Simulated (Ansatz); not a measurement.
Input

```
crystal:
  periodic: [false, false, false]
  atoms:
    - {symbol: Si, position_ang: [-0.354345, -1.298381, 0.677412]}
    - {symbol: H, position_ang: [0.713867, -0.229288, 1.285447]}
    - {symbol: H, position_ang: [-0.858041, -2.646917, 0.232577]}
    - {symbol: H, position_ang: [-0.815418, -1.422290, 2.118198]}
    - {symbol: Si, position_ang: [-1.791998, 0.368363, -0.137099]}
    - {symbol: H, position_ang: [1.700681, -0.015287, -1.024170]}
    - {symbol: F, position_ang: [0.887573, -1.498551, -0.542886]}
    - {symbol: H, position_ang: [1.297320, 0.558181, 0.419925]}
    - {symbol: N, position_ang: [1.733045, 0.896073, -0.536599]}
    - {symbol: H, position_ang: [-2.071997, 1.406673, 0.898498]}
    - {symbol: H, position_ang: [-1.118819, 1.132942, -1.251369]}
    - {symbol: H, position_ang: [-3.096143, -0.075985, -0.704583]}
    - {symbol: H, position_ang: [1.103264, 1.554484, -0.987855]}
    - {symbol: H, position_ang: [2.671010, 1.269883, -0.447495]}
basis:
  gaussian: {orbitals: def2-TZVPP}
hamiltonian: {xc: pbe0, dispersion: d4}
output: {orbitals: {seedname: orbitals}}
```

Run with:

```sh
ansatz run in.yaml --threads 8 --pin off --events-out ev --progress --plain --max-ram 19148MiB
```

A transition-state structure; geometry: PBE0-D4/def2-TZVP.

All numbers below come from RKS PBE0-D4/def2-TZVPP (Ansatz).

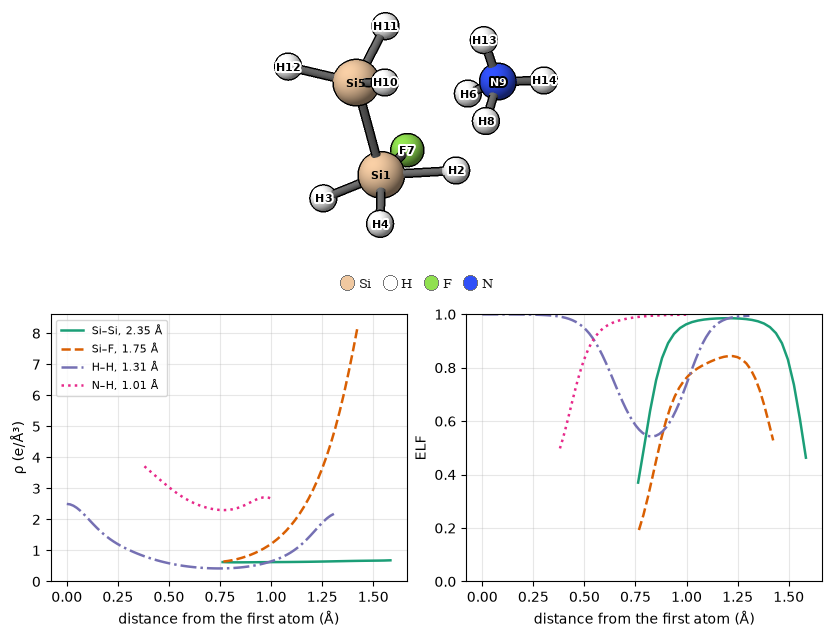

FH6Si2···NH4. Total electron density and ELF along straight lines between neighbouring atoms. The curves leave out the atomic cores. The structure is drawn too.

### What can be read from the curves?

Si–Si (2.35 Å): ρ at the midpoint is about 0.63 e/Å³; the ELF peaks at about 1 between the atoms (localised, covalent bonding).
Si–F (1.75 Å): ρ at the midpoint is about 0.8 e/Å³; the ELF peaks at about 0.85 in the valence shell of F, 0.5 Å from its nucleus, and is about 0.55 at the midpoint.
H2···H8 (1.31 Å): the density falls to about 0.42 e/Å³ on the way; the ELF is about 0.75 at the midpoint and 0.55 at its lowest between the atoms.
N–H (1.01 Å): ρ is about 3 e/Å³ halfway; the ELF climbs to about 1 towards the hydrogen, as it does in any bond to H; a covalent bond by its length.
